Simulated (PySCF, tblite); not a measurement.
**C₇H₇O₂ radical: geometry, infrared bands and EPR parameters**

What infrared bands and EPR parameters should C₇H₇O₂ radical (`C=CC1=C(C)[C]1OC=O`) show?

Computed with tblite 0.8.0 and PySCF 2.14.0, with density-fitted response routines of our own, on a single molecule in the gas phase. Atoms are numbered from 0 throughout.

## Step 1: Starting geometry

16 atoms, charge 0, multiplicity 2; geometry from: force field or distance geometry start.

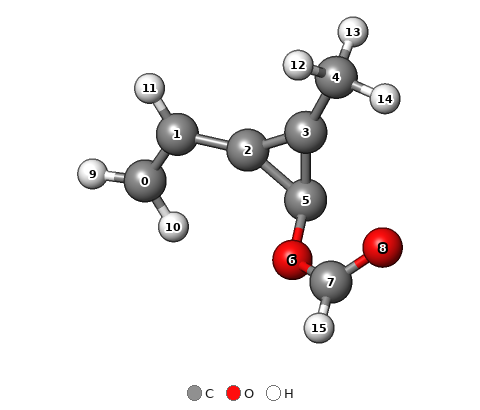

The starting geometry (carbon grey, oxygen red, hydrogen white), atoms numbered.

## Step 2: Relaxing the molecule with GFN2-xTB

Job settings and geometry (Å):

```
{"job": {"kind": "relax", "xc": "GFN2-xTB", "basis": "xTB"}, "charge": 0, "multiplicity": 2}
C     -2.153500    -2.075000     0.142400
C     -1.910800    -0.871600     0.634700
C     -0.768900    -0.123000     0.098100
C     -0.004400     0.982500     0.060000
C      0.194500     2.304200     0.710700
C      0.324700    -0.109200    -0.895400
O      1.373300    -0.987300    -0.551900
C      2.678500    -0.622000    -0.306600
O      2.995600     0.588200    -0.399900
H     -2.973700    -2.708500     0.484100
H     -1.514300    -2.415500    -0.651200
H     -2.540400    -0.523700     1.429500
H      0.196000     2.140200     1.807600
H     -0.545400     3.052000     0.364300
H      1.184200     2.696400     0.364500
H      3.457200    -1.318900    -0.034800
```

Started as:

```
$ OMP_NUM_THREADS=1 python probes_run.py task.json out
```

One launch serves the whole session: the jobs run in the order shown.

What it wrote:

```text
step      E/eV     max force
  0    -720.42881    4.973
  1    -720.76639    4.651
  2    -721.00515    1.427
  3    -721.14555    1.188
  4    -721.23391    0.932
  5    -721.25884    0.717
  6    -721.27671    0.444
  7    -721.28859    0.261
  8    -721.29493    0.278
  9    -721.31038    0.354
 10    -721.32417    0.449
 11    -721.33996    0.350
 12    -721.35786    0.386
 13    -721.38347    0.504
 14    -721.42039    0.598
 15    -721.45572    0.689
 16    -721.48686    0.533
 17    -721.51143    0.397
 18    -721.52949    0.326
 19    -721.53907    0.244
 20    -721.55077    0.327
 21    -721.55779    0.251
 22    -721.56550    0.228
 23    -721.57333    0.247
 24    -721.58421    0.368
 25    -721.59725    0.516
 26    -721.60922    0.278
 27    -721.61709    0.271
 28    -721.62290    0.228
 29    -721.62849    0.317
 30    -721.63490    0.253
 31    -721.63878    0.172
 32    -721.64365    0.206
 33    -721.64859    0.215
 34    -721.65348    0.165
 35    -721.65620    0.138
 36    -721.65730    0.112
 37    -721.65849    0.094
 38    -721.65999    0.089
 39    -721.66117    0.098
 40    -721.66222    0.114
 41    -721.66308    0.118
 42    -721.66391    0.099
 43    -721.66482    0.093
 44    -721.66566    0.079
 45    -721.66648    0.082
 46    -721.66735    0.080
 47    -721.66837    0.083
 48    -721.66961    0.098
 49    -721.67104    0.091
 50    -721.67239    0.101
 51    -721.67343    0.091
 52    -721.67440    0.091
 53    -721.67566    0.104
 54    -721.67721    0.109
 55    -721.67874    0.115
 56    -721.67995    0.163
 57    -721.68082    0.099
 58    -721.68160    0.130
 59    -721.68235    0.063
 60    -721.68295    0.048
 61    -721.68308    0.031
 62    -721.68317    0.026
 63    -721.68328    0.022
 64    -721.68334    0.031
 65    -721.68340    0.020
 66    -721.68343    0.018
 67    -721.68348    0.020
 68    -721.68353    0.032
 69    -721.68361    0.038
 70    -721.68369    0.028
 71    -721.68377    0.019
 72    -721.68385    0.026
 73    -721.68395    0.044
 74    -721.68407    0.046
 75    -721.68418    0.035
 76    -721.68425    0.018
 77    -721.68431    0.025
 78    -721.68438    0.035
 79    -721.68446    0.030
 80    -721.68450    0.017
 81    -721.68451    0.007
```

Wall time 0.84 s (1 thread of AMD EPYC, shared host).

Step by step: (not every step is listed)

| step | energy from step 0 (eV) | largest force (eV/Å) |
| --- | --- | --- |
| 0 | 0.0000 | 4.9726 |
| 1 | -0.3376 | 4.6508 |
| 2 | -0.5763 | 1.4268 |
| 3 | -0.7167 | 1.1877 |
| 4 | -0.8051 | 0.9321 |
| 5 | -0.8300 | 0.7175 |
| 6 | -0.8479 | 0.4444 |
| 7 | -0.8598 | 0.2607 |
| 8 | -0.8661 | 0.2775 |
| 14 | -0.9916 | 0.5980 |
| 20 | -1.1220 | 0.3265 |
| 26 | -1.1804 | 0.2778 |
| 32 | -1.2148 | 0.2064 |
| 38 | -1.2312 | 0.0894 |
| 44 | -1.2369 | 0.0793 |
| 50 | -1.2436 | 0.1007 |
| 56 | -1.2511 | 0.1634 |
| 62 | -1.2544 | 0.0260 |
| 68 | -1.2547 | 0.0320 |
| 74 | -1.2553 | 0.0460 |
| 76 | -1.2554 | 0.0181 |
| 77 | -1.2555 | 0.0253 |
| 78 | -1.2556 | 0.0350 |
| 79 | -1.2556 | 0.0302 |
| 80 | -1.2557 | 0.0175 |
| 81 | -1.2557 | 0.0071 |

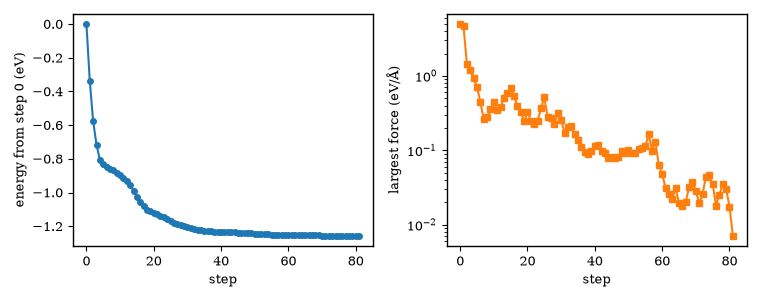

Energy and force, step by step.

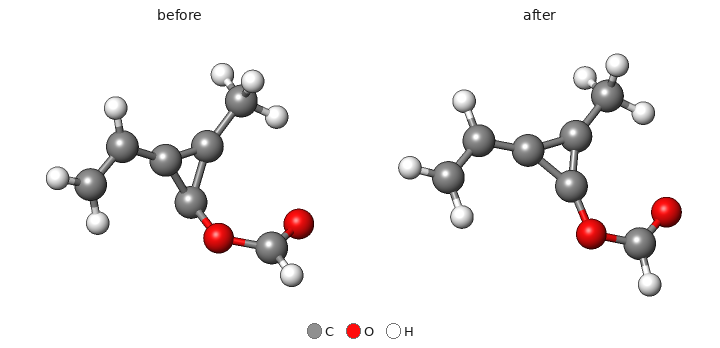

The geometry before (left) and after (right).

Close pairs (by a distance rule), those that changed most:

| bond | before (Å) | after (Å) | change (Å) |
| --- | --- | --- | --- |
| C3–C5 | 1.488 | 1.345 | -0.142 |
| C1–C2 | 1.467 | 1.368 | -0.099 |
| C2–C3 | 1.345 | 1.432 | +0.088 |
| C5–O6 | 1.410 | 1.325 | -0.085 |
| C7–O8 | 1.255 | 1.201 | -0.053 |
| C0–C1 | 1.323 | 1.370 | +0.047 |
| C4–H14 | 1.119 | 1.088 | -0.031 |
| C3–C4 | 1.487 | 1.462 | -0.025 |

The next job starts from the end point, and lists it.

## Step 3: Infrared spectrum with GFN2-xTB

Job settings and geometry (Å):

```
{"job": {"kind": "ir", "xc": "GFN2-xTB", "basis": "xTB"}, "charge": 0, "multiplicity": 2}
C     -2.290790    -2.175292     0.168927
C     -2.056886    -0.857062     0.457511
C     -0.837452    -0.248578     0.340644
C      0.059752     0.865236     0.419160
C      0.269803     2.276251     0.739071
C      0.574649    -0.304292    -0.001107
O      1.608232    -1.017122    -0.424936
C      2.807697    -0.398294    -0.567849
O      3.021600     0.763390    -0.349196
H     -3.269334    -2.601540     0.278761
H     -1.499418    -2.816136    -0.174440
H     -2.874695    -0.237410     0.803637
H      0.101521     2.437991     1.804228
H     -0.445714     2.891424     0.194000
H      1.286088     2.569416     0.483234
H      3.537348    -1.139041    -0.915573
```

What it wrote:

```text
mode    cm-1     km/mol
  1      53.6      6.07
  2      98.1      1.51
  3     104.5      1.80
  4     127.0      3.35
  5     131.6      3.67
  6     182.6      2.96
  7     233.6      1.06
  8     292.2      2.73
  9     351.5      2.97
 10     355.4     25.20
 11     456.9     11.82
 12     541.6      0.08
 13     545.8      1.80
 14     633.4      2.81
 15     719.5     25.21
 16     736.2     34.96
 17     816.2     49.32
 18     842.6      2.61
 19     900.6     14.89
 20     914.2     16.03
 21     975.7      6.05
 22    1000.9     11.69
 23    1029.9      1.74
 24    1092.2     27.66
 25    1211.9    256.47
 26    1266.3     11.00
 27    1326.0     68.41
 28    1344.6     19.11
 29    1377.8     31.64
 30    1439.5     28.72
 31    1441.8     31.23
 32    1475.5     12.67
 33    1521.0    221.95
 34    1723.9   1086.03
 35    1970.1     10.36
 36    2890.8     46.10
 37    2997.6      7.79
 38    3012.0     10.03
 39    3037.6      1.81
 40    3044.5     33.96
 41    3126.3     20.80
 42    3165.7     30.17
```

Run time: 1.1 s. Hardware: 1 thread of AMD EPYC, shared host.

The strongest bands and the atoms that carry them (share of the mass-weighted mode):

| cm⁻¹ | km/mol | atoms |
| --- | --- | --- |
| 736 | 35.0 | C2 28 %, C4 21 %, C1 15 % |
| 816 | 49.3 | O6 53 %, C3 12 %, O8 11 % |
| 1212 | 256.5 | C5 33 %, C3 19 %, H15 14 % |
| 1326 | 68.4 | H15 73 % |
| 1521 | 221.9 | C1 28 %, C2 26 %, C3 22 % |
| 1724 | 1086.0 | C7 55 %, O8 38 % |
| 2891 | 46.1 | H15 93 % |
| 3044 | 34.0 | H11 92 % |

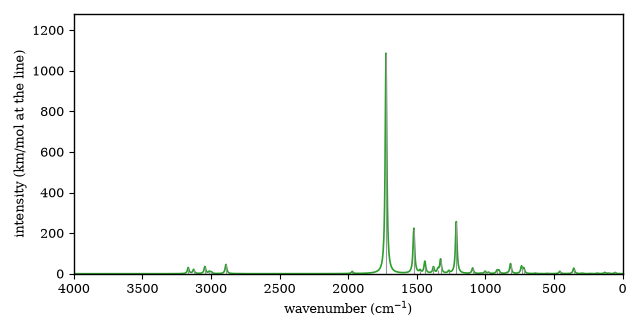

The infrared spectrum from these modes, unscaled. Lines are broadened to a width of 14 cm⁻¹ (Lorentzian).

## Step 4: g tensor and hyperfine couplings: B3LYP/pcH-1

Settings changed since step 3:

```diff
@@ -1,2 +1,2 @@
-{"job": {"kind": "ir", "xc": "GFN2-xTB", "basis": "xTB"}, "charge": 0, "multiplicity": 2}
+{"job": {"kind": "epr", "basis": "pcH-1"}, "charge": 0, "multiplicity": 2}
 C     -2.290790    -2.175292     0.168927
```

With the program's defaults for keys left out, this is: UKS B3LYP, pcH-1 on C H O, non-relativistic, mean-field spin-orbit, GIAO.

What it wrote:

```text
UKS, coarse grid
  cycle   1  E = -421.06454259  |g| = 7.17e-01
  cycle   2  E = -420.37076005  |g| = 1.47e+00
  cycle   3  E = -421.25487803  |g| = 2.41e-01
  cycle   4  E = -421.27433187  |g| = 1.12e-01
  cycle   5  E = -421.27842270  |g| = 3.60e-02
  cycle   6  E = -421.27909512  |g| = 1.22e-02
  cycle   7  E = -421.27919634  |g| = 7.25e-03
  cycle   8  E = -421.27924213  |g| = 2.43e-03
  cycle   9  E = -421.27924682  |g| = 1.45e-03
  cycle  10  E = -421.27924721  |g| = 4.27e-04
UKS, final grid
  cycle   1  E = -421.27926231  |g| = 7.97e-04
  cycle   2  E = -421.27926154  |g| = 1.66e-03
  cycle   3  E = -421.27926256  |g| = 1.20e-04
  cycle   4  E = -421.27926257  |g| = 5.02e-05
  cycle   5  E = -421.27926257  |g| = 2.89e-05
E = -421.27926257 Eh   <S^2> = 0.7666 (exact 0.7500)
g shifts (ppm)      1          2          3
  rmc          -151       -151       -151
  gc             -1         34         28
  oz_so         -17        413        696
  total        -169        296        572
hyperfine (MHz)  atom isotope    a_iso     a_fc   dipolar eigenvalues
    0   13C      52.61      52.61    -50.80    -49.26    100.07
    1   13C     -39.52     -39.52    -16.33      5.56     10.77
    2   13C      41.37      41.37    -38.36    -36.37     74.73
    3   13C     -10.91     -10.91     -4.77     -0.39      5.16
    4   13C      -2.43      -2.43     -0.59     -0.11      0.70
    5   13C       1.93       1.93    -13.19     -9.98     23.17
    6   17O       3.06       3.06     -0.87     -0.51      1.38
    7   13C       4.01       4.01     -3.95     -3.50      7.46
    8   17O      -1.42      -1.42     -5.97      2.76      3.21
    9    1H     -41.40     -41.40    -25.18      0.46     24.72
   10    1H     -39.54     -39.54    -22.09     -0.74     22.83
   11    1H       6.52       6.52     -4.47      0.60      3.87
   12    1H       4.68       4.68     -1.30     -0.97      2.27
   13    1H       3.71       3.71     -1.27     -1.02      2.28
   14    1H      -1.40      -1.40     -1.09     -1.06      2.14
   15    1H      -4.91      -4.91     -2.15     -0.63      2.78
```

Run time: 2 min. Hardware: 1 thread of AMD EPYC, shared host; peak memory 1 GiB.

Principal g values 2.00215, 2.00262, 2.00289; g(iso) = 2.00255, against 2.00232 for a free electron.

Mean a(iso) over the nuclei that a row names, and the largest dipolar term of the row (other rows stand at the frozen geometry):

| nuclei | isotope | a(iso) (MHz) | a(iso) (G, at g = 2.0023) | largest dipolar term (MHz) |
| --- | --- | --- | --- | --- |
| C0 | 13C | 52.6 | 18.8 | 100.1 |
| H9 | 1H | -41.4 | -14.8 | -25.2 |
| C2 | 13C | 41.4 | 14.8 | 74.7 |
| H10 | 1H | -39.5 | -14.1 | 22.8 |
| C1 | 13C | -39.5 | -14.1 | -16.3 |
| C3 | 13C | -10.9 | -3.9 | 5.2 |
| H11 | 1H | 6.5 | 2.3 | -4.5 |
| H15 | 1H | -4.9 | -1.8 | 2.8 |
| C7 | 13C | 4.0 | 1.4 | 7.5 |
| O6 | 17O | 3.1 | 1.1 | 1.4 |
| C4 | 13C | -2.4 | -0.9 | 0.7 |
| H12, H13, H14 | 1H | 2.3 | 0.8 | 2.3 |
| C5 | 13C | 1.9 | 0.7 | 23.2 |
| O8 | 17O | -1.4 | -0.5 | -6.0 |

Mulliken spin populations:

C0 0.67; C1 -0.18; C2 0.42; C3 0.00; C4 0.00; C5 0.10; O6 -0.01; C7 0.04; O8 0.02; H9 -0.03; H10 -0.03; H11 0.00; H12 0.00; H13 0.00; H14 0.00; H15 0.00

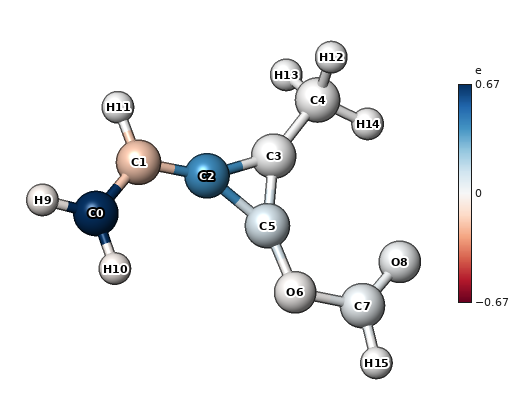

Mulliken spin populations, as colours on the atoms.

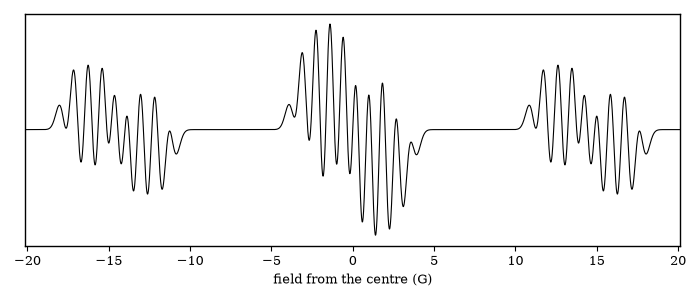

First-order isotropic spectrum (first derivative, main isotopes with spin only, couplings over 0.8 MHz, Gaussian width 0.3 G; couplings of the frozen geometry, rotation of groups not averaged beyond the rows shown).

The fields below are evaluated on a grid from the run's orbitals.

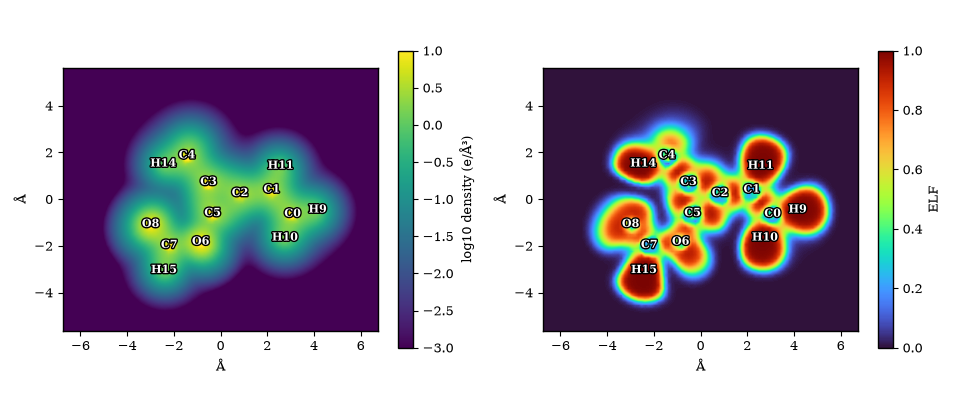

Density (left) and ELF (right) in a plane through or near 14 of the atoms.

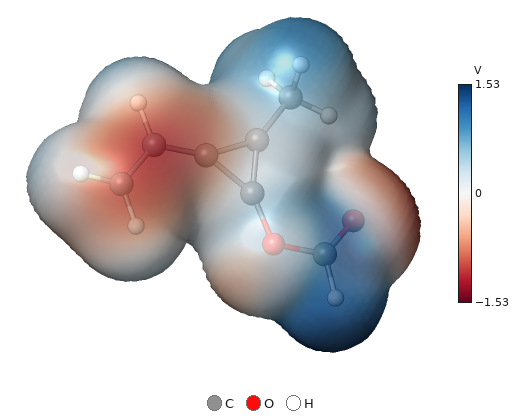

The potential that a unit positive charge feels on the 0.002 e/bohr³ surface, from the 1st to the 99th percentile, from -1.12 V near O8 to 1.53 V near H15.

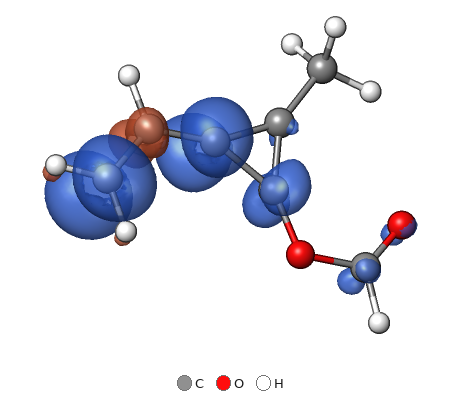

Spin density at ±0.03 e/Å³ (alpha excess blue, beta excess red).

## Step 5: Summary of results

| quantity | value |
| --- | --- |
| strongest single infrared mode (GFN2-xTB) | 1724 cm⁻¹, 1086 km/mol |
| zero-point energy (GFN2-xTB) | 72.2 kcal/mol |
| g(iso) (B3LYP) | 2.00255 |
| ⟨S²⟩ | 0.767 (exact 0.75) |
| largest a(iso) (averaged by class) | 13C on C0, 52.6 MHz |
| surface potential, 1st and 99th percentile | -1.12 V and 1.53 V |

In words: Relaxing lowered the energy by 1.256 eV in 81 steps; the close pair that moved most is C3–C5, from 1.488 to 1.345 Å. All 42 modes are real, so the xTB geometry is a minimum. The strongest single mode, at 1724 cm⁻¹, moves mainly C7 and O8. Unscaled tight-binding wavenumbers are off by several per cent, some by more. Its intensities can rank the bands wrongly. C0 carries the largest spin population, 0.67 e. The isotropic g lies 0.2 ppt above the free-electron value.
